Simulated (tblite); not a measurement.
Geometry relaxation, with input and output: Si₂H₅O

Si₂H₅O, multiplicity 2, SMILES [SiH2]O[SiH3], computed with GFN2-xTB geometry optimisation, gas phase (tblite 0.8.0).

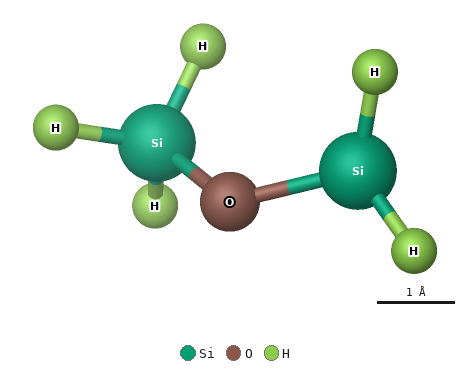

*The structure as given in the input (ball-and-stick view, seen at a tilt).*

### Summary

```tsv
quantity	value
outcome	converged
total energy	−275.3730 eV
hardware	1 CPU thread, shared host
peak memory	0.18 GiB
```

### Input file
```
{"job": {"kind": "relax", "xc": "GFN2-xTB", "basis": "xTB"}, "charge": 0, "multiplicity": 2}
Si     0.665324    -0.835221     0.126077
O     -0.644233    -0.854368     1.324263
Si    -2.363497    -1.055577     0.978742
H      0.622500     0.183966    -0.819543
H      1.955685    -1.195097     0.625252
H     -3.098027    -0.151014     1.788309
H     -2.577031    -0.756937    -0.404917
H     -2.762103    -2.386947     1.249814
```

The first line tells a small driver script what to run in tblite; the rest is the geometry in Å.

Launched with:
```bash
OMP_NUM_THREADS=1 python <driver script> task.json out
```

### The program's output
```
step      E/eV     max force
  0    -274.52726    2.990
  1    -274.82126    1.613
  2    -274.93484    0.663
  3    -274.96031    0.620
  4    -275.12066    0.709
  5    -275.15241    0.511
  6    -275.18294    0.503
  7    -275.19537    0.410
  8    -275.21632    0.428
  9    -275.22654    0.382
 10    -275.24346    0.341
 11    -275.25812    0.354
 12    -275.26915    0.235
 13    -275.27435    0.192
 14    -275.27847    0.244
 15    -275.28500    0.278
 16    -275.29546    0.294
 17    -275.30700    0.363
 18    -275.31497    0.349
 19    -275.32085    0.222
 20    -275.32512    0.192
 21    -275.33072    0.306
 22    -275.34025    0.366
 23    -275.35019    0.360
 24    -275.35591    0.234
 25    -275.35996    0.247
 26    -275.36231    0.130
 27    -275.36357    0.104
 28    -275.36534    0.111
 29    -275.36681    0.098
 30    -275.36870    0.105
 31    -275.37057    0.140
 32    -275.37117    0.080
 33    -275.37195    0.051
 34    -275.37210    0.035
 35    -275.37234    0.051
 36    -275.37253    0.055
 37    -275.37279    0.046
 38    -275.37287    0.024
 39    -275.37290    0.009
 40    -275.37290    0.010
 41    -275.37292    0.013
 42    -275.37293    0.015
 43    -275.37295    0.011
 44    -275.37295    0.005
```

### Trajectory as extended XYZ (Å, eV, eV/Å), 13 of the 45 frames kept, from step=0 to step=44
```
8
Properties=species:S:1:pos:R:3:forces:R:3 step=0 energy=-274.52726
Si    0.6653   -0.8352    0.1261   -1.8320  -1.3990   1.9050
O    -0.6442   -0.8544    1.3243   -0.6990  -0.1580  -2.2440
Si   -2.3635   -1.0556    0.9787    2.9100   0.4920   0.3410
H     0.6225    0.1840   -0.8195   -0.2530   1.2290  -0.7630
H     1.9557   -1.1951    0.6253    0.1520  -0.0090   0.5410
H    -3.0980   -0.1510    1.7883   -0.2160   0.6660   0.6220
H    -2.5770   -0.7569   -0.4049   -0.0130   0.1500  -0.6400
H    -2.7621   -2.3869    1.2498   -0.0490  -0.9710   0.2390
8
Properties=species:S:1:pos:R:3:forces:R:3 step=4 energy=-275.12066
Si    0.5988   -0.9321    0.1082    0.2780  -0.3440  -0.5540
O    -0.6807   -0.8575    1.1057   -0.4650  -0.1060   0.4370
Si   -2.2992   -1.0410    0.9786    0.1120   0.0310  -0.1640
H     0.5648    0.2129   -0.7530   -0.0570   0.3990  -0.2390
H     1.8681   -1.1647    0.7409    0.0650  -0.0210   0.4810
H    -3.0135   -0.1117    1.8331    0.1880   0.1800   0.2070
H    -2.5531   -0.7485   -0.4177   -0.2330   0.0540  -0.2780
H    -2.6866   -2.4085    1.2722    0.1110  -0.1940   0.1100
8
Properties=species:S:1:pos:R:3:forces:R:3 step=7 energy=-275.19537
Si    0.6044   -0.9926    0.0366   -0.0670   0.2370   0.1600
O    -0.6997   -0.8687    1.0361    0.2940  -0.2370   0.0760
Si   -2.3113   -1.0382    0.9595    0.0830   0.0050  -0.0890
H     0.5305    0.2434   -0.7223    0.0900   0.0350  -0.1890
H     1.8089   -1.1473    0.8412   -0.1580  -0.0430   0.1320
H    -2.9398   -0.0851    1.8663    0.1440   0.0310   0.0410
H    -2.5637   -0.7413   -0.4406   -0.3740   0.0140  -0.1670
H    -2.6307   -2.4215    1.2912   -0.0120  -0.0420   0.0360
8
Properties=species:S:1:pos:R:3:forces:R:3 step=11 energy=-275.25812
Si    0.6149   -0.9533    0.0289    0.2180   0.0580   0.0220
O    -0.6735   -0.9423    1.0347   -0.3190  -0.0210  -0.1510
Si   -2.2946   -1.0397    0.9240   -0.0650  -0.0410   0.0570
H     0.5419    0.2676   -0.7631    0.0620  -0.0190  -0.0050
H     1.7377   -1.1499    0.9314   -0.0230   0.0430   0.0020
H    -2.8501   -0.0717    1.8824    0.1660  -0.0930  -0.1670
H    -2.6729   -0.7385   -0.4746    0.0010  -0.0650   0.3270
H    -2.6048   -2.4234    1.3043   -0.0400   0.1380  -0.0840
8
Properties=species:S:1:pos:R:3:forces:R:3 step=15 energy=-275.28500
Si    0.6460   -0.9404    0.0191   -0.0170   0.0560  -0.0070
O    -0.6954   -0.9865    0.9493    0.1690   0.0040  -0.1420
Si   -2.3056   -1.0494    0.9136   -0.0010  -0.0820   0.0520
H     0.5505    0.2831   -0.7681    0.1200  -0.0280   0.0170
H     1.6787   -1.1330    1.0143    0.1440   0.0600   0.0260
H    -2.7514   -0.0637    1.8777   -0.0740   0.1580   0.1250
H    -2.7353   -0.7455   -0.4421   -0.1450   0.0250  -0.1120
H    -2.5889   -2.4158    1.3043   -0.1950  -0.1940   0.0410
8
Properties=species:S:1:pos:R:3:forces:R:3 step=18 energy=-275.31497
Si    0.7065   -0.9046    0.0286   -0.0780   0.0790  -0.0770
O    -0.7134   -1.0412    0.8213    0.0910  -0.0580  -0.0790
Si   -2.3239   -1.0809    0.9255    0.1090   0.0190  -0.0970
H     0.6131    0.3086   -0.7982    0.1470  -0.2050   0.2420
H     1.6731   -1.0973    1.1026   -0.0180   0.1560  -0.1170
H    -2.6526   -0.0282    1.8773   -0.0740  -0.0250   0.1320
H    -2.8553   -0.7565   -0.3922   -0.1160   0.0090  -0.1040
H    -2.6490   -2.4511    1.3030   -0.0610   0.0260   0.1000
8
Properties=species:S:1:pos:R:3:forces:R:3 step=22 energy=-275.34025
Si    0.7351   -0.9048    0.0208   -0.0490  -0.3270   0.1090
O    -0.7217   -1.0850    0.7226   -0.1020  -0.0840  -0.0010
Si   -2.3248   -1.0881    0.9137   -0.1340   0.0820   0.0250
H     0.6831    0.2999   -0.7617    0.0680   0.3170  -0.1690
H     1.6676   -1.0306    1.1228    0.0800   0.0570   0.0500
H    -2.6126   -0.0301    1.9023    0.0410  -0.2350  -0.1190
H    -2.9380   -0.7622   -0.3802    0.0260  -0.0100   0.0780
H    -2.6901   -2.4502    1.3278    0.0700   0.1990   0.0270
8
Properties=species:S:1:pos:R:3:forces:R:3 step=26 energy=-275.36231
Si    0.7569   -0.9226    0.0198   -0.0410   0.0990   0.0730
O    -0.7484   -1.1574    0.5919   -0.0170  -0.0300  -0.0630
Si   -2.3346   -1.0885    0.8943    0.0350   0.0040  -0.0440
H     0.7511    0.3226   -0.7426    0.0270  -0.0630   0.0150
H     1.6298   -0.9608    1.1882   -0.0410  -0.0080  -0.0550
H    -2.5227   -0.0544    1.9110   -0.0130   0.0000  -0.0050
H    -3.0341   -0.7686   -0.3510    0.0430   0.0490   0.0110
H    -2.6994   -2.4214    1.3564    0.0070  -0.0520   0.0680
8
Properties=species:S:1:pos:R:3:forces:R:3 step=29 energy=-275.36681
Si    0.7613   -0.9074    0.0341    0.0760  -0.0140   0.0330
O    -0.7658   -1.2005    0.5027   -0.0310   0.0000  -0.0270
Si   -2.3329   -1.0946    0.8835   -0.0130  -0.0370   0.0600
H     0.7878    0.3260   -0.7386   -0.0120   0.0080   0.0020
H     1.6021   -0.9313    1.2270   -0.0870   0.0000  -0.0460
H    -2.4670   -0.0603    1.9097   -0.0040   0.0080  -0.0140
H    -3.0822   -0.7659   -0.3253    0.0340   0.0640  -0.0520
H    -2.7048   -2.4171    1.3750    0.0360  -0.0300   0.0450
8
Properties=species:S:1:pos:R:3:forces:R:3 step=33 energy=-275.37195
Si    0.7578   -0.9060    0.0428    0.0420  -0.0030  -0.0300
O    -0.7907   -1.2394    0.3923    0.0180  -0.0010   0.0120
Si   -2.3270   -1.1009    0.8758    0.0000   0.0040   0.0050
H     0.7917    0.3315   -0.7226    0.0130   0.0120  -0.0010
H     1.5253   -0.9121    1.2807   -0.0400   0.0000  -0.0010
H    -2.3957   -0.0627    1.9067   -0.0130  -0.0050  -0.0290
H    -3.0974   -0.7446   -0.3148    0.0020   0.0070   0.0350
H    -2.6653   -2.4170    1.4071   -0.0210  -0.0140   0.0090
8
Properties=species:S:1:pos:R:3:forces:R:3 step=37 energy=-275.37279
Si    0.7633   -0.9050    0.0376   -0.0460  -0.0040   0.0020
O    -0.7870   -1.2443    0.3845    0.0020   0.0060  -0.0030
Si   -2.3224   -1.1046    0.8750    0.0300  -0.0250  -0.0020
H     0.7963    0.3358   -0.7238    0.0140   0.0000   0.0020
H     1.5063   -0.9103    1.2893   -0.0020   0.0020   0.0000
H    -2.3881   -0.0624    1.8998   -0.0050   0.0090   0.0050
H    -3.1034   -0.7411   -0.3055    0.0050  -0.0040   0.0060
H    -2.6664   -2.4193    1.4111    0.0010   0.0160  -0.0090
8
Properties=species:S:1:pos:R:3:forces:R:3 step=40 energy=-275.37290
Si    0.7616   -0.9047    0.0380    0.0000   0.0010  -0.0020
O    -0.7889   -1.2484    0.3738   -0.0040   0.0000   0.0020
Si   -2.3201   -1.1065    0.8743   -0.0040   0.0060   0.0060
H     0.8003    0.3366   -0.7221    0.0080   0.0010   0.0000
H     1.4992   -0.9072    1.2934   -0.0060   0.0000  -0.0030
H    -2.3827   -0.0631    1.8987    0.0030   0.0030   0.0020
H    -3.1057   -0.7398   -0.3018    0.0020  -0.0070  -0.0010
H    -2.6652   -2.4182    1.4138    0.0020  -0.0040  -0.0050
8
Properties=species:S:1:pos:R:3:forces:R:3 step=44 energy=-275.37295
Si    0.7605   -0.9045    0.0372    0.0010   0.0000   0.0020
O    -0.7901   -1.2490    0.3717    0.0010   0.0050   0.0000
Si   -2.3200   -1.1059    0.8757   -0.0020   0.0010  -0.0040
H     0.8039    0.3374   -0.7219    0.0020   0.0000  -0.0010
H     1.4951   -0.9066    1.2942   -0.0010  -0.0020  -0.0010
H    -2.3801   -0.0615    1.8994    0.0010  -0.0020   0.0000
H    -3.1062   -0.7420   -0.3007   -0.0020  -0.0010   0.0000
H    -2.6645   -2.4189    1.4124    0.0010  -0.0010   0.0030
```

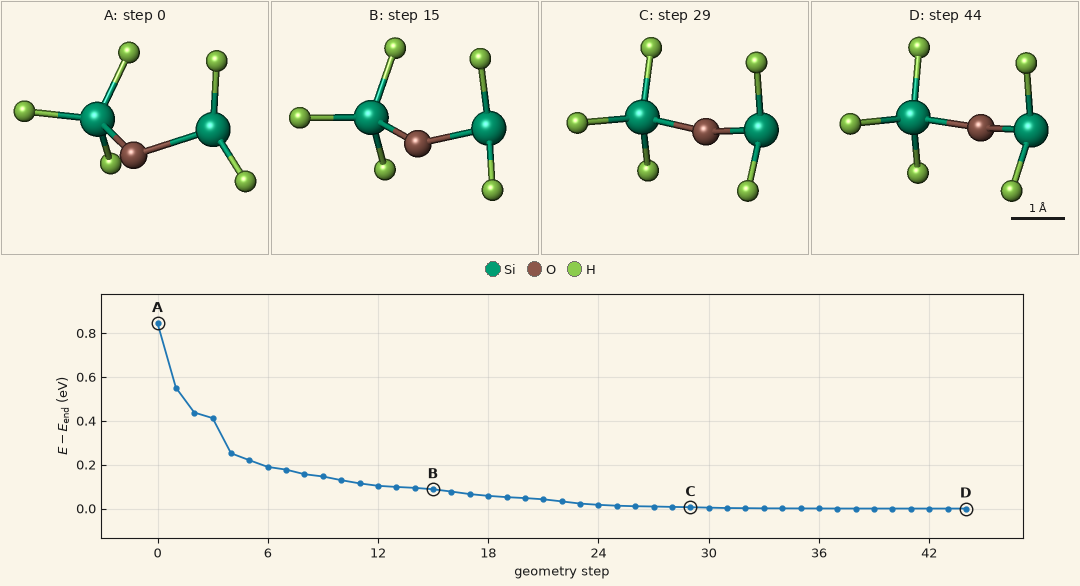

*Frames of the relaxation (ball-and-stick view, seen at a tilt) above the curves, on which the letters mark them (steps are counted from 0).*

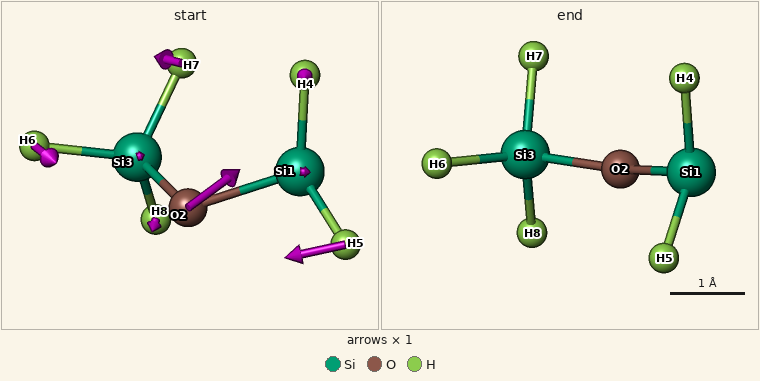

*Before (left) and after (right) the relaxation, at one scale (ball-and-stick view, seen at a tilt). The pink arrows give the displacements, at true length.*

The atom that moves furthest after the best rigid fit is O2 (1.04 Å). Largest moves by element: O 1.04 Å, H 0.86 Å, Si 0.15 Å. Among the contacts that change: Si1–O2 1.775 → 1.623 Å, O2–Si3 1.765 → 1.617 Å, Si1–H4 1.391 → 1.456 Å, Si3–H6 1.419 → 1.464 Å. Among the angles that change: Si1–O2–Si3 126.0° → 161.7°, O2–Si1–H4 116.4° → 108.5°, O2–Si1–H5 115.3° → 107.7°. Over 44 geometry steps the energy falls by 0.846 eV. Largest force component: 2.9 eV/Å at the start, 0.005 eV/Å at the end. (Atoms are counted from 1 in the order of the input.)
